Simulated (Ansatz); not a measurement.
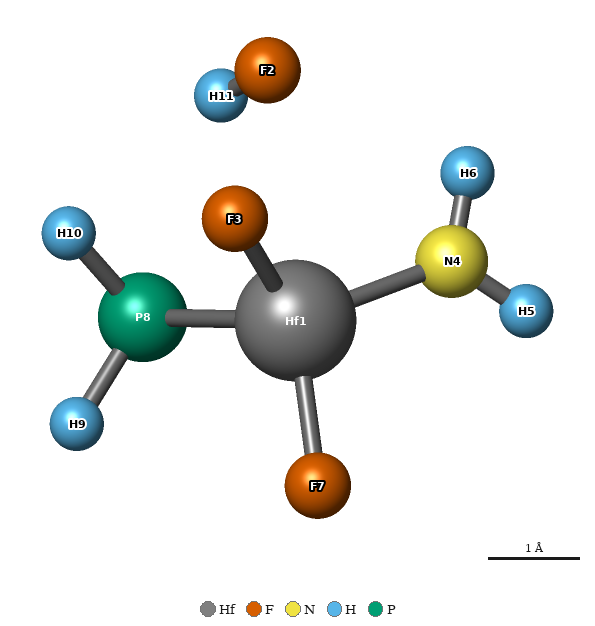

**Figure 1.** The starting structure (ball-and-stick view, seen at a tilt; atoms are numbered from 1 in the order of the input). Sticks mark near contacts.

# HfPNH$_{5}$F$_{3}$: geometry relaxation (part 1 of 2)

The run: geometry relaxation of HfPNH$_{5}$F$_{3}$. Method and program: RKS PBE0-D4/def2-SVP (Ansatz 0.2.0).

It belongs to a series of runs on one base structure; here: end point B relaxed. Figures and captions count atoms from 1; the log counts them from 0 in places.

Input file:
```yaml
crystal:
  periodic: [false, false, false]
  atoms:
    - { symbol: Hf, position_ang: [-0.851939, -0.190816, -0.539178] }
    - { symbol: F, position_ang: [-0.420395, 1.335922, 2.210648] }
    - { symbol: F, position_ang: [0.792752, -0.957464, 0.077344] }
    - { symbol: "N", position_ang: [-0.760218, 1.805395, -0.765022] }
    - { symbol: H, position_ang: [-1.120653, 2.361475, -1.539841] }
    - { symbol: H, position_ang: [-0.314916, 2.423166, -0.085923] }
    - { symbol: F, position_ang: [-1.538612, -0.914179, -2.165072] }
    - { symbol: P, position_ang: [-2.655133, -0.59487, 1.267155] }
    - { symbol: H, position_ang: [-3.197081, -1.808454, 0.702287] }
    - { symbol: H, position_ang: [-1.673924, -1.240537, 2.101558] }
    - { symbol: H, position_ang: [-1.242181, 1.161363, 2.607345] }
basis:
  gaussian: { orbitals: def2-SVP }
hamiltonian:
  xc: pbe0
  dispersion: d4
relax:
  f_tol: 0.03
  max_steps: 50
output:
  orbitals: {}
```

Hardware: 4 threads of AMD EPYC (Zen 5), 32 GiB of memory available, shared host.

Launched with:
```bash
ansatz run input.yaml --threads 4 --pin off --max-ram 5120MiB --backend cpu --events-out ev --progress --plain --runs-dir out
```

Log:
```
The last accepted step is kept in [file] (removed where the run ends without a failure and the disk answers)
Engine: ansatz 0.2.0, x86_64-unknown-linux-gnu
Functional definition: PBE0
  parameter a = 0.25
  parameter kappa = 0.804
  parameter beta = 0.06672455060314922
  exchange = (1 - a)*pbe_x(kappa = kappa, mu = beta*pi^2/3) + a*exact_x
  correlation = pbe_c(beta = beta)
1372 factors; integrals over basis functions are off by at most 2.9e-4 eV
mean field evaluation 1: about -20289.2692 eV, gradient 7.5e1 eV
mean field evaluation 2: about -20254.1088 eV, gradient 1.5e2 eV
mean field evaluation 4: about -20299.6288 eV, gradient 5.7e0 eV
mean field evaluation 8: about -20299.7386 eV, gradient 5.0e-1 eV
mean field evaluation 16: about -20299.7392 eV, gradient 1.6e-4 eV
mean field -20299.73918667 eV, -746.0016554526 hartree, gradient 5.3e-6 eV, S^2 0.000000; 0 other end points of the search recorded, 0 dependent functions left out
the calculation of the forces begins
reference -20299.73924466 eV, -746.0016575839 hartree; 33, 33 occupied and 98, 98 virtual orbitals, 1372 factors
relax step   1: F+E_penalty+E_count = -20299.93643177 eV  Δ(F+E_penalty+E_count) = +0.000e0 eV  max|allowed force component| = 3.076e-1 eV/Å  Δτ_max = 0.0000 Å  (30 SCF iters, accepted)
these checks for a lower state are left out or cut short: starts, cluster_reference, orbital_swaps, neighbouring_geometries, increment
1372 factors; integrals over basis functions are off by at most 3.4e-4 eV
mean field -20299.77626597 eV, -746.0030180919 hartree, gradient 1.2e-5 eV, S^2 0.000000; 0 other end points of the search recorded, 0 dependent functions left out
[... from here on the field's lines of each further geometry are left out, up to the last ...]
relax step   2: F+E_penalty+E_count = -20299.97397290 eV  Δ(F+E_penalty+E_count) = -3.754e-2 eV  max|allowed force component| = 1.004e0 eV/Å  Δτ_max = 0.1950 Å  (36 SCF iters, accepted)
relax step   3: F+E_penalty+E_count = -20300.03372436 eV  Δ(F+E_penalty+E_count) = -5.975e-2 eV  max|allowed force component| = 9.210e-1 eV/Å  Δτ_max = 0.1939 Å  (30 SCF iters, accepted)
relax step   4: F+E_penalty+E_count = -20300.08376123 eV  Δ(F+E_penalty+E_count) = -5.004e-2 eV  max|allowed force component| = 9.600e-1 eV/Å  Δτ_max = 0.1952 Å  (30 SCF iters, accepted)
relax step   5: F+E_penalty+E_count = -20300.10992081 eV  Δ(F+E_penalty+E_count) = -2.616e-2 eV  max|allowed force component| = 5.055e-1 eV/Å  Δτ_max = 0.1112 Å  (30 SCF iters, accepted)
relax step   6: F+E_penalty+E_count = -20300.17059302 eV  Δ(F+E_penalty+E_count) = -6.067e-2 eV  max|allowed force component| = 4.987e-1 eV/Å  Δτ_max = 0.1998 Å  (30 SCF iters, accepted)
relax step   7: F+E_penalty+E_count = -20300.20136847 eV  Δ(F+E_penalty+E_count) = -3.078e-2 eV  max|allowed force component| = 6.960e-1 eV/Å  Δτ_max = 0.1980 Å  (32 SCF iters, accepted)
relax step   8: F+E_penalty+E_count = -20300.22818472 eV  Δ(F+E_penalty+E_count) = -2.682e-2 eV  max|allowed force component| = 7.501e-1 eV/Å  Δτ_max = 0.1725 Å  (30 SCF iters, accepted)
relax step   9: F+E_penalty+E_count = -20300.25000846 eV  Δ(F+E_penalty+E_count) = -2.182e-2 eV  max|allowed force component| = 7.317e-1 eV/Å  Δτ_max = 0.1747 Å  (32 SCF iters, accepted)
relax step  10: F+E_penalty+E_count = -20300.27822307 eV  Δ(F+E_penalty+E_count) = -2.821e-2 eV  max|allowed force component| = 2.135e-1 eV/Å  Δτ_max = 0.2000 Å  (30 SCF iters, accepted)
relax step  11: F+E_penalty+E_count = -20300.29759036 eV  Δ(F+E_penalty+E_count) = -1.937e-2 eV  max|allowed force component| = 2.598e-1 eV/Å  Δτ_max = 0.2000 Å  (31 SCF iters, accepted)
relax step  12: F+E_penalty+E_count = -20300.29714765 eV  Δ(F+E_penalty+E_count) = +4.427e-4 eV  max|allowed force component| = 1.217e-1 eV/Å  Δτ_max = 0.1409 Å  (32 SCF iters, rejected (line search))
relax step  13: F+E_penalty+E_count = -20300.30458968 eV  Δ(F+E_penalty+E_count) = -6.999e-3 eV  max|allowed force component| = 7.799e-2 eV/Å  Δτ_max = 0.0703 Å  (31 SCF iters, accepted)
relax step  14: F+E_penalty+E_count = -20300.30458209 eV  Δ(F+E_penalty+E_count) = +7.595e-6 eV  max|allowed force component| = 9.166e-2 eV/Å  Δτ_max = 0.0800 Å  (30 SCF iters, rejected (line search))
relax step  15: F+E_penalty+E_count = -20300.30601609 eV  Δ(F+E_penalty+E_count) = -1.426e-3 eV  max|allowed force component| = 2.237e-2 eV/Å  Δτ_max = 0.0388 Å  (31 SCF iters, accepted)
relax step  16: F+E_penalty+E_count = -20300.30605227 eV  Δ(F+E_penalty+E_count) = -3.618e-5 eV  max|allowed force component| = 3.729e-2 eV/Å  Δτ_max = 0.0370 Å  (32 SCF iters, accepted)
the calculation of the forces begins
reference -20300.10728034 eV, -746.0151826457 hartree; 33, 33 occupied and 98, 98 virtual orbitals, 1372 factors
relax step  17: F+E_penalty+E_count = -20300.30661795 eV  Δ(F+E_penalty+E_count) = -5.657e-4 eV  max|allowed force component| = 1.385e-2 eV/Å  Δτ_max = 0.0195 Å  (34 SCF iters, accepted)
```

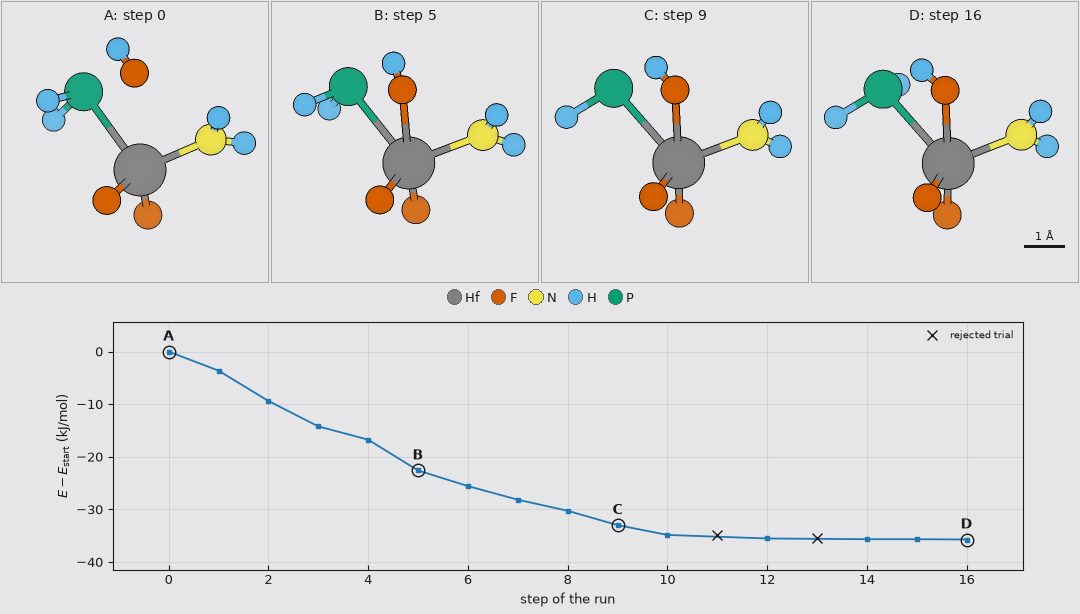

**Figure 2.** Frames of the relaxation (ball-and-stick view, seen at a tilt) above the curves, on which the letters mark them (the first geometry is step 0 here and step 1 in the log).

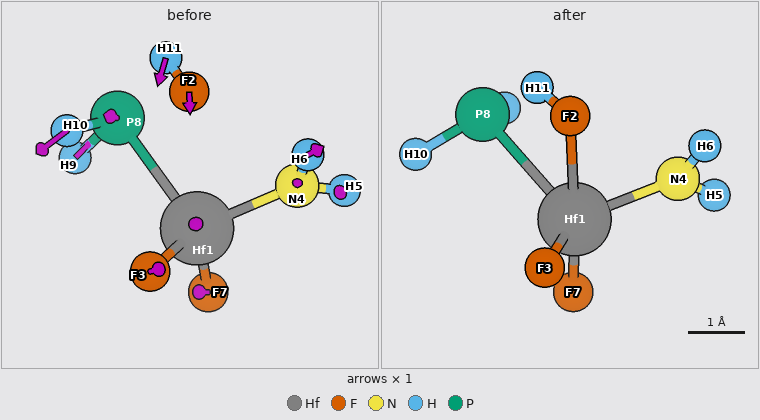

**Figure 3.** Before (left) and after (right) the relaxation, at one scale (ball-and-stick view, seen at a tilt). The pink arrows give the displacements, at true length. H9 moves most after the best rigid fit: 1.27 Å. By element the largest moves are H 1.27 Å, F 0.63 Å, Hf 0.47 Å, P 0.44 Å, N 0.22 Å. Distances before and after: Hf1–F2 3.175 → 2.405 Å, Hf1–P8 2.584 → 2.670 Å, F2–H11 0.929 → 0.963 Å, P8–H10 1.441 → 1.422 Å. New bonds form: Hf1–F2 (3.17 → 2.41 Å). Among the angles that change: Hf1–P8–H10 90.0° → 102.4°, F3–Hf1–F7 115.6° → 107.0°, F3–Hf1–N4 113.2° → 120.9°. The energy falls by 35.7 kJ/mol in 16 geometry steps. Largest force component: 0.31 eV/Å at the start, 0.014 eV/Å at the end. The line search rejected the trial steps at points 11, 13 (counted from 0) and went back. (Atoms are counted from 1 in the order of the input.)

```
1372 factors; integrals over basis functions are off by at most 4.5e-4 eV
mean field -20300.10722060 eV, -746.0151804502 hartree, gradient 1.4e-5 eV, S^2 0.000000; 1 other end points of the search recorded, 0 dependent functions left out
the calculation of the forces begins
reference -20300.10728034 eV, -746.0151826457 hartree; 33, 33 occupied and 98, 98 virtual orbitals, 1372 factors
Total energy: -20300.30667770 eV, -746.0225103633 hartree
Atom 0 at    -0.555019    -0.044640    -0.187876 Å, force    -0.006453    -0.007520     0.006023 eV/Å
Atom 1 at    -0.245505     1.145719     1.879087 Å, force    -0.004982    -0.004935     0.003476 eV/Å
Atom 2 at     1.244672    -0.549171     0.253703 Å, force     0.006331    -0.002576    -0.000273 eV/Å
Atom 3 at    -0.989338     1.836878    -0.771820 Å, force     0.002191     0.009217     0.013846 eV/Å
Atom 4 at    -1.401714     2.080456    -1.670345 Å, force    -0.003781     0.002314    -0.006746 eV/Å
Atom 5 at    -0.700388     2.691208    -0.299908 Å, force    -0.002614    -0.004744    -0.008231 eV/Å
Atom 6 at    -1.041453    -1.022285    -1.748438 Å, force     0.000165    -0.002209    -0.004218 eV/Å
Atom 7 at    -2.403693    -0.728303     1.613042 Å, force     0.007297     0.007471     0.000627 eV/Å
Atom 8 at    -3.593737    -0.651495     0.841773 Å, force     0.002072     0.001488    -0.001356 eV/Å
Atom 9 at    -2.271028    -2.142961     1.664922 Å, force     0.001866     0.002255    -0.001946 eV/Å
Atom 10 at    -1.025098     0.765594     2.297160 Å, force    -0.002090    -0.000760    -0.001202 eV/Å
Dipole moment:    -0.267332     0.428428     0.025904 e Å
```

Trajectory as extended XYZ (Å, eV, eV/Å), 17 frames, from step=1 to step=17:
```
11
Properties=species:S:1:pos:R:3:forces:R:3 step=1 energy=-20299.93643
Hf   -0.8519   -0.1908   -0.5392    0.3076   0.2019  -0.1259
F    -0.4204    1.3359    2.2106   -0.0472  -0.1217  -0.1140
F     0.7928   -0.9575    0.0773   -0.0123   0.0199  -0.0080
N    -0.7602    1.8054   -0.7650   -0.0051   0.0331  -0.0293
H    -1.1207    2.3615   -1.5398    0.0404  -0.0457   0.0689
H    -0.3149    2.4232   -0.0859   -0.0426  -0.0487  -0.0444
F    -1.5386   -0.9142   -2.1651    0.0189   0.0092   0.0162
P    -2.6551   -0.5949    1.2672   -0.2841  -0.2318   0.2346
H    -3.1971   -1.8085    0.7023    0.1580   0.2277   0.2143
H    -1.6739   -1.2405    2.1016   -0.1349  -0.1021  -0.1514
H    -1.2422    1.1614    2.6073    0.0014   0.0583  -0.0609
11
Properties=species:S:1:pos:R:3:forces:R:3 step=2 energy=-20299.97397
Hf   -0.8213   -0.1602   -0.5191   -0.2704  -0.0465   0.4511
F    -0.4348    1.1975    2.0741   -0.9472   0.0393   0.5070
F     0.8219   -0.9329    0.0897    0.0399   0.0039  -0.0257
N    -0.7433    1.8291   -0.7608   -0.0387   0.1335  -0.0476
H    -1.1120    2.3779   -1.5349    0.0369  -0.0111   0.0036
H    -0.3176    2.4534   -0.0772   -0.0048  -0.0139  -0.0345
F    -1.5137   -0.8888   -2.1406    0.0682   0.0301   0.0232
P    -2.6835   -0.6022    1.3249    0.2239  -0.1750  -0.1578
H    -3.2140   -1.8108    0.7666   -0.0477   0.1190   0.0319
H    -1.7006   -1.3051    2.1046   -0.0641   0.0101  -0.0468
H    -1.2634    1.2231    2.5439    1.0039  -0.0893  -0.7044
11
Properties=species:S:1:pos:R:3:forces:R:3 step=3 energy=-20300.03372
Hf   -0.8313   -0.1291   -0.4503   -0.0225  -0.0723   0.2822
F    -0.3822    1.1664    1.9952   -0.9210  -0.0843   0.1904
F     0.8217   -0.8962    0.1406    0.0215  -0.0175  -0.0539
N    -0.7549    1.8570   -0.7330   -0.0638   0.2007  -0.0693
H    -1.0910    2.3866   -1.5359    0.0320  -0.0415   0.0363
H    -0.3074    2.4930   -0.0744   -0.0188  -0.0195  -0.0517
F    -1.5071   -0.8582   -2.0783    0.0772   0.0287   0.0343
P    -2.6977   -0.6346    1.3472    0.1119  -0.1291   0.0532
H    -3.2513   -1.8299    0.7884   -0.0286   0.1495  -0.0209
H    -1.7189   -1.3518    2.1164   -0.0490  -0.0017  -0.0251
H    -1.2623    1.1777    2.3553    0.8611  -0.0131  -0.3754
11
Properties=species:S:1:pos:R:3:forces:R:3 step=4 energy=-20300.08376
Hf   -0.8257   -0.0944   -0.3675    0.0872   0.0267   0.2376
F    -0.3821    1.0840    1.8182   -0.9600  -0.0276   0.5342
F     0.8401   -0.8582    0.1909    0.0708  -0.0720  -0.0706
N    -0.7713    1.8889   -0.7051   -0.0626   0.3316  -0.2171
H    -1.0777    2.3894   -1.5408    0.0533  -0.1084   0.1066
H    -0.2981    2.5431   -0.0816   -0.0814  -0.0482  -0.1044
F    -1.4800   -0.8220   -2.0011    0.0263  -0.0368  -0.0762
P    -2.7105   -0.6560    1.3867    0.0106  -0.1346   0.1257
H    -3.2918   -1.8225    0.8024   -0.0397   0.1411  -0.0347
H    -1.7415   -1.4064    2.1344   -0.0409  -0.0183  -0.0134
H    -1.2435    1.1352    2.2349    0.9363  -0.0535  -0.4875
11
Properties=species:S:1:pos:R:3:forces:R:3 step=5 energy=-20300.10992
Hf   -0.7983   -0.0609   -0.2864    0.1936  -0.1862  -0.4206
F    -0.3562    0.9813    1.7844   -0.5055   0.2371   0.4664
F     0.8929   -0.8329    0.2063   -0.0718  -0.0037  -0.1086
N    -0.7954    1.9178   -0.7126   -0.0258   0.2495  -0.0895
H    -1.0837    2.3681   -1.5855    0.0546  -0.1674   0.2204
H    -0.3376    2.6135   -0.1210   -0.0866  -0.0723  -0.1504
F    -1.4432   -0.7950   -1.9305    0.0792   0.0246   0.1312
P    -2.7045   -0.6602    1.4335   -0.0522  -0.2199   0.1454
H    -3.3522   -1.7581    0.7842    0.0131   0.2058   0.0142
H    -1.7735   -1.4859    2.1525   -0.0897  -0.0062  -0.0574
H    -1.2306    1.0933    2.1464    0.4910  -0.0613  -0.1512
```
